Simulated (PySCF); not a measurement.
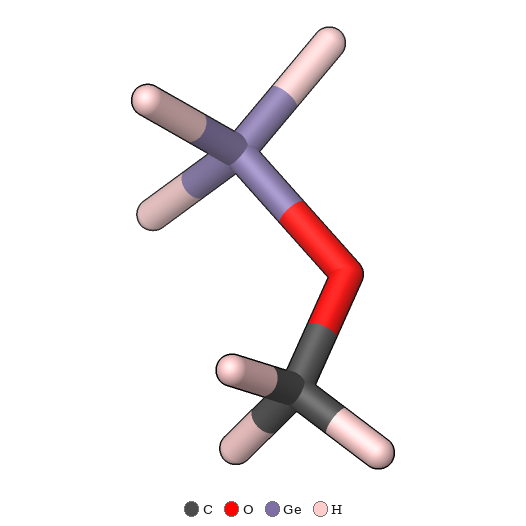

The computed structure is the end point of a PBE0-D3(BJ)/def2-SVP optimisation. No frequency run is at hand to confirm it as a minimum.

Draw it as a skeletal formula.

SMILES: C[O][GeH3]

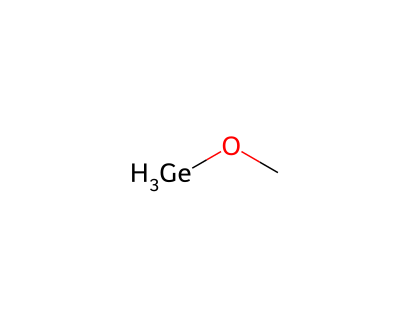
